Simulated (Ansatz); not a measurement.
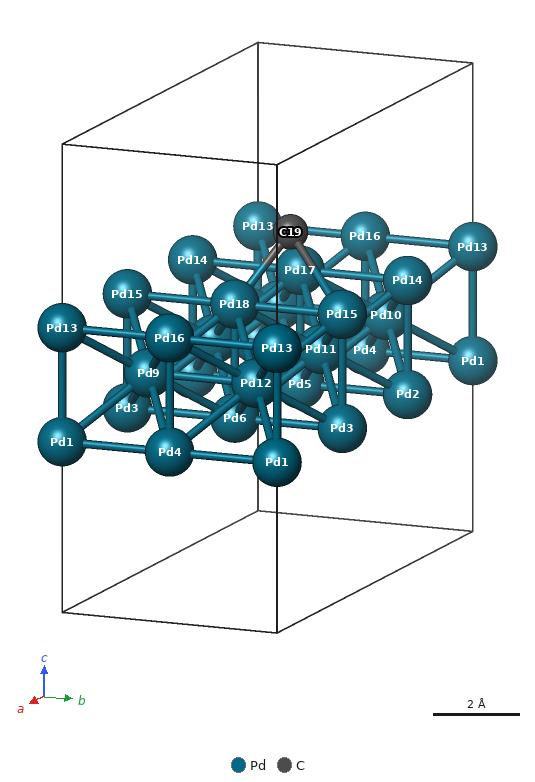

Fig. 1: The structure as given in the input (ball-and-stick view of the cell of the calculation, with the vacuum cut short, seen slightly off an axis; atoms are numbered from 1 in the order of the input). An atom can appear more than once, as a periodic image. Near neighbours in the periodic cell (some may lie outside the picture): Pd has 7 Pd at 2.75 Å; Pd has 10 Pd at 2.75 Å; Pd has 1 C at 2.20 to 2.76 Å and 7 Pd at 2.75 Å; C has 2 Pd at 2.20 to 2.76 Å.

# Geometry relaxation, with input and output: Pd18C (part 1 of 2)

System: Pd18C (slab, 19 atoms in the cell).
Method: DFT PBEsol, scalar-relativistic, plane waves, PAW, PAW set soft_1, no spin polarisation (Ansatz 0.2.0).

The input holds or restrains some coordinates. Forces given for the steps count only the free coordinates. It belongs to a series of runs on one base structure; here: start relaxed. Figures and captions count atoms from 1; the log counts them from 0 in places.

**Input**
```yaml
accuracy: low
crystal:
  lattice:
    - [11.67, 0.0, 0.0]
    - [0.0, 5.501291, 0.0]
    - [0.0, 0.0, 15.750645]
  atoms:
    - { symbol: Pd, position: [0.0, 0.0, 0.0634895] }
    - { symbol: Pd, position: [0.3333333, 0.0, 0.0634895] }
    - { symbol: Pd, position: [0.6666667, 0.0, 0.0634895] }
    - { symbol: Pd, position: [0.0, 0.5, 0.0634895] }
    - { symbol: Pd, position: [0.3333333, 0.5, 0.0634895] }
    - { symbol: Pd, position: [0.6666667, 0.5, 0.0634895] }
    - { symbol: Pd, position: [0.1666667, 0.25, 0.150808] }
    - { symbol: Pd, position: [0.5, 0.25, 0.150808] }
    - { symbol: Pd, position: [0.8333333, 0.25, 0.150808] }
    - { symbol: Pd, position: [0.1666667, 0.75, 0.150808] }
    - { symbol: Pd, position: [0.5, 0.75, 0.150808] }
    - { symbol: Pd, position: [0.8333333, 0.75, 0.150808] }
    - { symbol: Pd, position: [0.0, 0.0, 0.2381265] }
    - { symbol: Pd, position: [0.3333333, 0.0, 0.2381265] }
    - { symbol: Pd, position: [0.6666667, 0.0, 0.2381265] }
    - { symbol: Pd, position: [0.0, 0.5, 0.2381265] }
    - { symbol: Pd, position: [0.3333333, 0.5, 0.2381265] }
    - { symbol: Pd, position: [0.6666667, 0.5, 0.2381265] }
    - { symbol: C, position: [0.5558363, 0.6580054, 0.3365351] }
basis:
  ecutwfc: 420.0
kpoints:
  mp_grid: { grid: [1, 3, 1] }
hamiltonian:
  xc: pbesol
  pseudopotentials: { kind: paw, azcp: { folder: soft_1 } }
scf:
  occupations: { method: fermi_dirac, width: 0.05 }
  lower_state_search: "off"
relax:
  f_tol: 0.08
  max_steps: 25
  adjacent_minimum: "off"
  constraints: [{ sites: [0, 1, 2, 3, 4, 5] }]
output:
  write_density: true
  write_potential: true
  elf: true
  volumetric_format: npy
```

Machine: 4 threads of Intel Xeon @ 2.50GHz (Skylake/Cascade Lake), 12 GiB of memory available, shared host.

Launch command:
```bash
ansatz run input.yaml --threads 4 --pin off --max-ram 10240MiB --backend cpu --events-out ev --progress --plain --runs-dir out
```

**Output**
```
Warning: [file] the record states the generating functional pbe (its physics header spells it `PBE`), which answers neither for hamiltonian.xc's functional nor for the pbesol family's — results may be inconsistent (PPs are generated against a specific XC)
Warning: [file] the record states the generating functional pbe (its physics header spells it `PBE`), which answers neither for hamiltonian.xc's functional nor for the pbesol family's — results may be inconsistent (PPs are generated against a specific XC)
Engine: ansatz 0.2.0, x86_64-unknown-linux-gnu
Pseudopotentials: kind: paw
Pseudopotential: Pd, paw, valence charge 18, recommended cutoff 420 eV (normal), [file]
Pseudopotential: C, paw, valence charge 4, recommended cutoff 420 eV (normal), [file]
Functional definition: PBEsol
  exchange = pbesol_x
  correlation = pbesol_c
Crystal: 19 atoms, lattice volume = 1011.192 Å³
Basis set: ecut = 420 eV, 19757 PW (Γ), exchange–correlation on 160×80×216 points (8 copies of the dense FFT grid, shifted against one another)
Bands: 197, of which v1, the nominal top of the filled ones, is band 164 counted from 1 (163 counted from 0)
Symmetry: 1 space group operations
Space group: P1 (ITA 1), of the structure as read, at distance tolerance 1.0e-4 Å
k-points: 2 of 3 (time reversal used)
Non-local potential: Pd, projectors of the file, l = 0: 2, l = 1: 2, l = 2: 2, l = 3: 1
Non-local potential: C, projectors of the file, l = 0: 2, l = 1: 2, l = 2: 1
PAW form: soft (Blöchl's): semilocal exchange-correlation on the pseudo side does not see the compensation charge
PAW frozen core: Pd, regenerated for the run's functional, and the local potential with it (the file was generated under x = pbe(κ = 0.804, μ = 0.2195149727645171), c = pbe(β = 0.06672455060314922))
PAW frozen core: C, regenerated for the run's functional, and the local potential with it (the file was generated under x = pbe(κ = 0.804, μ = 0.2195149727645171), c = pbe(β = 0.06672455060314922))
PAW one-centre angular grid: Pd, 590 points (default); XC on 64 Gauss nodes
PAW one-centre angular grid: C, 110 points (default); XC on 64 Gauss nodes
Initial density: superposition of atomic densities (neutral atoms: chi_scale 0, normalization atom)
Initial wavefunctions: pseudopotential atomic-orbital guess
Functional: x = pbesol(κ = 0.804, μ = 0.12345679012345678), c = pbesol(β = 0.046)
SCF iter   1: F=—  HF=-124572.427592 eV  |F-HF|=—  |Δ(HF+E_count)|=         —  Δρ=1.05e-1  dr2=1.77e2  ethr=3.10e-3  ⟨swp⟩=7.5  Hψ=1497  notcnv=0  defer=22
preconditioner: auto → LDOS  [metal: Δε(μ)=0.051 eV  Ē_g=4.999 eV  σ=0.050 eV  W_gap=0.24  n_scr=180 (ndim 8)  ℏωp=15.8 eV  f_vac=0.631  D(μ)=47.93/eV (n_scr^D=440)  β→1.0]
SCF iter   2: F=—  HF=-124565.916051 eV  |F-HF|=—  |Δ(HF+E_count)|=    6.51e0  Δρ=1.01e-1  dr2=1.05e2  ethr=3.10e-3  ⟨swp⟩=4.0  Hψ=1049  notcnv=0  defer=33
SCF iter   3: F=—  HF=-124546.548500 eV  |F-HF|=—  |Δ(HF+E_count)|=    1.94e1  Δρ=1.86e-2  dr2=8.72e0  ethr=3.10e-3  ⟨swp⟩=3.0  Hψ=1001  notcnv=0  defer=45
SCF iter   4: F=—  HF=-124546.378343 eV  |F-HF|=—  |Δ(HF+E_count)|=   1.70e-1  Δρ=8.91e-3  dr2=2.37e0  ethr=2.66e-3  ⟨swp⟩=3.0  Hψ=683  notcnv=0  defer=33
SCF iter   5: F=—  HF=-124546.315523 eV  |F-HF|=—  |Δ(HF+E_count)|=   6.28e-2  Δρ=4.93e-3  dr2=4.64e-1  ethr=7.22e-4  ⟨swp⟩=2.5  Hψ=430  notcnv=0  defer=33
SCF iter   6: F=—  HF=-124546.297550 eV  |F-HF|=—  |Δ(HF+E_count)|=   1.80e-2  Δρ=2.78e-3  dr2=1.51e-1  ethr=1.41e-4  ⟨swp⟩=2.0  Hψ=480  notcnv=0  defer=33
SCF iter   7: F=—  HF=-124546.292471 eV  |F-HF|=—  |Δ(HF+E_count)|=   5.08e-3  Δρ=1.41e-3  dr2=5.00e-2  ethr=4.61e-5  ⟨swp⟩=2.0  Hψ=368  notcnv=0  defer=33
SCF iter   8: F=—  HF=-124546.290212 eV  |F-HF|=—  |Δ(HF+E_count)|=   2.26e-3  Δρ=6.02e-4  dr2=6.99e-3  ethr=1.52e-5  ⟨swp⟩=1.5  Hψ=395  notcnv=0  defer=33
SCF iter   9: F=—  HF=-124546.290117 eV  |F-HF|=—  |Δ(HF+E_count)|=   9.45e-5  Δρ=2.54e-4  dr2=1.21e-3  ethr=2.13e-6  ⟨swp⟩=2.0  Hψ=504  notcnv=0  defer=33
SCF iter  10: F=—  HF=-124546.290060 eV  |F-HF|=—  |Δ(HF+E_count)|=   5.71e-5  Δρ=1.02e-4  dr2=2.25e-4  ethr=3.70e-7  ⟨swp⟩=2.0  Hψ=541  notcnv=0  defer=33
SCF iter  11: F=-124546.290046 eV  HF=-124546.290067 eV  |F-HF|=2.16e-5  |Δ(HF+E_count)|=   6.76e-6  Δρ=4.66e-5  dr2=3.94e-5  ethr=3.05e-8  ⟨swp⟩=11.5  Hψ=3555  notcnv=0
SCF 1 converged in 11 iterations: F = -124546.290046 eV  dr2 = 3.94e-5
  greatest PAW one-centre occupation: 0.999 electrons in one spin orbital (limit 2), on the Pd atom at site 1 (counted from 0), in its partial waves of l = 0
relax step   1: F+E_penalty+E_count = -124546.29004550 eV  Δ(F+E_penalty+E_count) = +0.000e0 eV  max|allowed force component| = 4.006e0 eV/Å  Δτ_max = 0.0000 Å  (11 SCF iters, dr2 threshold 1.00e-4 eV, accepted)
Initial density: handed on by an earlier stage of this run
Initial wavefunctions: those handed on with the density
iter 1 solved again at ethr=2.07e-4 eV; its pass at ethr=3.10e-3 eV (dr2=6.80e-1 eV) is discarded
SCF iter   1: F=—  HF=-124547.488625 eV  |F-HF|=—  |Δ(HF+E_count)|=         —  Δρ=7.14e-3  dr2=6.55e-1  ethr=2.07e-4  ⟨swp⟩=2.0  Hψ=1529  notcnv=0  defer=35
preconditioner: auto → LDOS  [metal: Δε(μ)=0.013 eV  Ē_g=5.738 eV  σ=0.050 eV  W_gap=0.07  n_scr=180 (ndim 8)  ℏωp=15.8 eV  f_vac=0.624  D(μ)=44.34/eV (n_scr^D=388)  β→1.0]
SCF iter   2: F=—  HF=-124547.435987 eV  |F-HF|=—  |Δ(HF+E_count)|=   5.26e-2  Δρ=3.22e-3  dr2=1.49e-1  ethr=2.00e-4  ⟨swp⟩=2.0  Hψ=682  notcnv=0  defer=35
SCF iter   3: F=—  HF=-124547.419093 eV  |F-HF|=—  |Δ(HF+E_count)|=   1.69e-2  Δρ=1.52e-3  dr2=4.18e-2  ethr=4.55e-5  ⟨swp⟩=2.0  Hψ=718  notcnv=0  defer=35
SCF iter   4: F=—  HF=-124547.416081 eV  |F-HF|=—  |Δ(HF+E_count)|=   3.01e-3  Δρ=6.56e-4  dr2=9.69e-3  ethr=1.28e-5  ⟨swp⟩=2.0  Hψ=482  notcnv=0  defer=35
SCF iter   5: F=—  HF=-124547.415386 eV  |F-HF|=—  |Δ(HF+E_count)|=   6.95e-4  Δρ=2.43e-4  dr2=1.39e-3  ethr=2.95e-6  ⟨swp⟩=2.0  Hψ=464  notcnv=0  defer=35
SCF iter   6: F=—  HF=-124547.415366 eV  |F-HF|=—  |Δ(HF+E_count)|=   2.01e-5  Δρ=1.13e-4  dr2=2.88e-4  ethr=4.24e-7  ⟨swp⟩=2.0  Hψ=485  notcnv=0  defer=35
SCF iter   7: F=-124547.415308 eV  HF=-124547.415356 eV  |F-HF|=4.83e-5  |Δ(HF+E_count)|=   9.56e-6  Δρ=5.94e-5  dr2=6.78e-5  ethr=3.05e-8  ⟨swp⟩=11.0  Hψ=3580  notcnv=0
SCF 2 converged in 7 iterations: F = -124547.415308 eV  dr2 = 6.78e-5
relax step   2: F+E_penalty+E_count = -124547.41530769 eV  Δ(F+E_penalty+E_count) = -1.125e0 eV  max|allowed force component| = 3.707e0 eV/Å  Δτ_max = 0.1945 Å  (7 SCF iters, dr2 threshold 1.00e-4 eV, accepted)
SCF iter   1: F=—  HF=-124548.278468 eV  |F-HF|=—  |Δ(HF+E_count)|=         —  Δρ=8.03e-3  dr2=8.27e-1  ethr=1.95e-3  ⟨swp⟩=4.5  Hψ=989  notcnv=0  defer=25
preconditioner: auto → LDOS  [metal: Δε(μ)=0.036 eV  Ē_g=5.794 eV  σ=0.050 eV  W_gap=0.17  n_scr=180 (ndim 8)  ℏωp=15.8 eV  f_vac=0.627  D(μ)=41.14/eV (n_scr^D=346)  β→1.0]
SCF iter   2: F=—  HF=-124548.192896 eV  |F-HF|=—  |Δ(HF+E_count)|=   8.56e-2  Δρ=3.93e-3  dr2=1.51e-1  ethr=2.52e-4  ⟨swp⟩=3.0  Hψ=916  notcnv=0  defer=35
SCF iter   3: F=—  HF=-124548.176123 eV  |F-HF|=—  |Δ(HF+E_count)|=   1.68e-2  Δρ=1.46e-3  dr2=3.32e-2  ethr=4.61e-5  ⟨swp⟩=2.5  Hψ=722  notcnv=0  defer=35
SCF iter   4: F=—  HF=-124548.172433 eV  |F-HF|=—  |Δ(HF+E_count)|=   3.69e-3  Δρ=4.68e-4  dr2=5.33e-3  ethr=1.01e-5  ⟨swp⟩=2.0  Hψ=639  notcnv=0  defer=35
SCF iter   5: F=—  HF=-124548.172074 eV  |F-HF|=—  |Δ(HF+E_count)|=   3.59e-4  Δρ=2.10e-4  dr2=1.14e-3  ethr=1.63e-6  ⟨swp⟩=2.0  Hψ=520  notcnv=0  defer=35
[...]
relax step   3: F+E_penalty+E_count = -124548.17204698 eV  Δ(F+E_penalty+E_count) = -7.567e-1 eV  max|allowed force component| = 1.307e0 eV/Å  Δτ_max = 0.1949 Å  (7 SCF iters, dr2 threshold 1.00e-4 eV, accepted)
preconditioner: auto → LDOS  [metal: Δε(μ)=0.015 eV  Ē_g=5.831 eV  σ=0.050 eV  W_gap=0.08  n_scr=180 (ndim 8)  ℏωp=15.8 eV  f_vac=0.630  D(μ)=41.37/eV (n_scr^D=354)  β→1.0]
relax step   4: F+E_penalty+E_count = -124548.78522341 eV  Δ(F+E_penalty+E_count) = -6.132e-1 eV  max|allowed force component| = 1.654e0 eV/Å  Δτ_max = 0.1976 Å  (7 SCF iters, dr2 threshold 1.00e-4 eV, accepted)
preconditioner: auto → LDOS  [metal: Δε(μ)=0.008 eV  Ē_g=5.883 eV  σ=0.050 eV  W_gap=0.04  n_scr=180 (ndim 8)  ℏωp=15.8 eV  f_vac=0.632  D(μ)=40.43/eV (n_scr^D=336)  β→1.0]
relax step   5: F+E_penalty+E_count = -124549.36554152 eV  Δ(F+E_penalty+E_count) = -5.803e-1 eV  max|allowed force component| = 1.498e0 eV/Å  Δτ_max = 0.1949 Å  (7 SCF iters, dr2 threshold 1.00e-4 eV, accepted)
preconditioner: auto → LDOS  [metal: Δε(μ)=0.009 eV  Ē_g=5.989 eV  σ=0.050 eV  W_gap=0.05  n_scr=180 (ndim 8)  ℏωp=15.8 eV  f_vac=0.634  D(μ)=40.13/eV (n_scr^D=332)  β→1.0]
  greatest PAW one-centre occupation: 0.999 electrons in one spin orbital (limit 2), on the Pd atom at site 14 (counted from 0), in its partial waves of l = 0
relax step   6: F+E_penalty+E_count = -124549.67824408 eV  Δ(F+E_penalty+E_count) = -3.127e-1 eV  max|allowed force component| = 1.103e0 eV/Å  Δτ_max = 0.1950 Å  (7 SCF iters, dr2 threshold 1.00e-4 eV, accepted)
preconditioner: auto → LDOS  [metal: Δε(μ)=0.015 eV  Ē_g=6.011 eV  σ=0.050 eV  W_gap=0.07  n_scr=180 (ndim 8)  ℏωp=15.8 eV  f_vac=0.636  D(μ)=41.42/eV (n_scr^D=358)  β→1.0]
relax step   7: F+E_penalty+E_count = -124550.02663126 eV  Δ(F+E_penalty+E_count) = -3.484e-1 eV  max|allowed force component| = 1.196e0 eV/Å  Δτ_max = 0.1950 Å  (8 SCF iters, dr2 threshold 1.00e-4 eV, accepted)
preconditioner: auto → LDOS  [metal: Δε(μ)=0.016 eV  Ē_g=6.030 eV  σ=0.050 eV  W_gap=0.08  n_scr=180 (ndim 8)  ℏωp=15.8 eV  f_vac=0.637  D(μ)=41.94/eV (n_scr^D=358)  β→1.0]
relax step   8: F+E_penalty+E_count = -124550.20711850 eV  Δ(F+E_penalty+E_count) = -1.805e-1 eV  max|allowed force component| = 6.384e-1 eV/Å  Δτ_max = 0.2000 Å  (7 SCF iters, dr2 threshold 1.00e-4 eV, accepted)
preconditioner: auto → LDOS  [metal: Δε(μ)=0.022 eV  Ē_g=6.044 eV  σ=0.050 eV  W_gap=0.11  n_scr=180 (ndim 8)  ℏωp=15.8 eV  f_vac=0.638  D(μ)=42.28/eV (n_scr^D=358)  β→1.0]
relax step   9: F+E_penalty+E_count = -124550.24535086 eV  Δ(F+E_penalty+E_count) = -3.823e-2 eV  max|allowed force component| = 5.125e-2 eV/Å  Δτ_max = 0.1240 Å  (7 SCF iters, dr2 threshold 1.00e-4 eV, accepted)
preconditioner: auto → LDOS  [metal: Δε(μ)=0.023 eV  Ē_g=6.040 eV  σ=0.050 eV  W_gap=0.12  n_scr=180 (ndim 8)  ℏωp=15.8 eV  f_vac=0.638  D(μ)=42.34/eV (n_scr^D=358)  β→1.0]
relax step  10: F+E_penalty+E_count = -124550.24538683 eV  Δ(F+E_penalty+E_count) = -3.597e-5 eV  max|allowed force component| = 5.074e-2 eV/Å  Δτ_max = 0.0000 Å  (6 SCF iters, accepted)
```

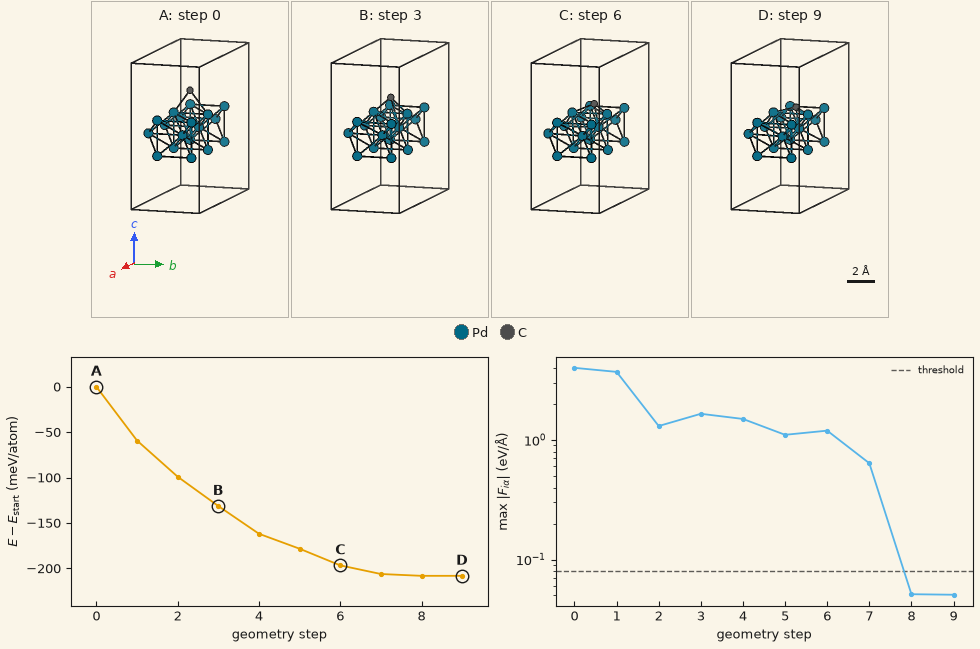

Fig. 2: Frames of the restrained relaxation (ball-and-stick view of the cell of the calculation, with the vacuum cut short (origin shifted), seen slightly off an axis) above the curves, on which the letters mark them (the first geometry is step 0 here and step 1 in the log).

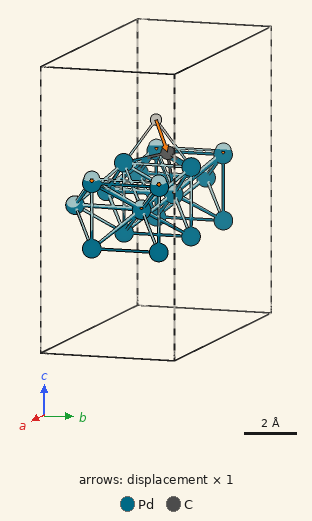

Fig. 3: Start (faint) and end (solid) with the displacements as orange arrows, at true length (ball-and-stick view of the cell of the calculation, with the vacuum cut short (origin shifted), seen slightly off an axis). The largest move is that of C19, 1.37 Å. Largest moves by element: C 1.37 Å, Pd 0.18 Å. The cell doesn't change. Among the contacts that change: Pd11–C19 3.039 → 1.886 Å, Pd15–C19 2.760 → 1.880 Å, Pd18–C19 2.198 → 1.874 Å, Pd1–Pd13 2.751 → 2.573 Å. New bonds form: Pd11–C19 (3.04 → 1.89 Å), Pd15–C19 (2.76 → 1.88 Å). Among the angles that change: Pd15–C19–Pd18 66.3° → 95.1°. After 9 geometry steps the energy has fallen by 208 meV per atom. Largest force component: 4 eV/Å at the start, 0.051 eV/Å at the end. (Atoms are counted from 1 in the order of the input.)

```
NSCF: frozen V_eff on 2 k-points
the band table was solved once a step of the walk had ended and its energy, with any forces and stress, was formed, with the checks that follow a solve (1854 applications of the Hamiltonian). They found nothing against the state; the energy, forces and stress were not computed again (output.eigenvalues in the input reference)
WARN: The output density's exchange-correlation potential varies sharply where the density is thin. Do not read a vacuum level from v_tot or v_xc, or from such a field of the output density. On a cell that repeats whose density bears no net charge and no dipole along the vacuum's axis use v_es (v_loc + v_h of the components); under efield.dipole_correction with no amplitude use v_es + v_field, which holds any external_charges[].barrier, or the levels of the report's work_function block, which leave it out; under a non-zero efield.amplitude the vacuum is tilted and has no level; on a cell that repeats and bears such a dipole with no correction it is tilted too, and efield.dipole_correction with no amplitude gives each side of its ramp a level where efield: is served; in a cell that repeats whose density bears a net charge (total_charge, or a fill off its count) it is curved and has none; of a slab under crystal.periodic whose density bears no net charge use v_es, which has a level on each side, short of where the two are joined; of another it falls or rises all the way out and has none; of a slab beside external_charges read slab_vacuum_level instead, which it has where they leave it neutral. The grid or the basis barely resolves most such structure, and the values can differ between equally converged runs; as a rule a tighter scf.convergence.dr2_threshold does not remove it. Where the density itself ripples (under the LDA too) a higher basis.ecutwfc lessens it. The files hold the spikes' plane waves up to the density's cutoff. Files: v_tot_of_output_density and the like, and their columns of v_z.tsv (output.write_potential); v_xc_of_output_density and the like, and their columns of v_comp_z.tsv (output.write_potential_components). Measured: with its Gaussian average of σ = 0.25 Å subtracted twice, the exchange-correlation potential is over 0.1 eV at 48 of the grid points where the equally averaged density (valence and model cores) is under 1e-3 e/Å³, and 0.230 eV at the most among them, at an averaged density of 6.0e-8 e/Å³. The input density's (outcome.potential() and, of a run that writes arrays, v_tot and v_xc) is over 0.1 eV, so measured, at 109 points of its own thin density, 0.132 eV at the most. See output.write_potential in the manual, Limitations
Free energy (F): -124550.245387 eV
Harris-Foulkes:  -124550.245387 eV  (|F-HF|=8.24e-9)
Internal energy: -124549.898126 eV  (E = F + TS)
E sigma→0 (E₀):  -124550.071757 eV
Entropy (-TS):   -0.347260 eV (-18.277 meV/atom)
Fermi energy:    1.666971 eV
--- Per-component energies (eV) ---
  E_band       = -8246.312813
  E_kinetic    = 8154.073889
[...]
  E_local      = -259528.931206  (includes V_loc(G=0)·N_el)
  E_nonlocal   = 6747.628811
  E_hartree    = 123630.670006
  E_xc         = -2502.170312
  E_vxc        = -3171.973380  (∫ρ·V_xc dr)
  E_paw        = -67522.183923  (= ΣΔE_a)
  E_vpaw       = -7708.453858  (= ΣTr[D̂ρ^β])
  E_aug_tail   = 0.003992  (compensation charges beyond the density's cutoff)
  E_ewald      = 66465.544063
  E_core_change = 5.466554  (= ΣΔE_core)
  E_smearing   = -0.347260  (= −TS)
  E_closure    = -0.000000  (closes the sum)
  Σ components = -124550.245387   (vs F -124550.245387, Δ=0.00e0)
```
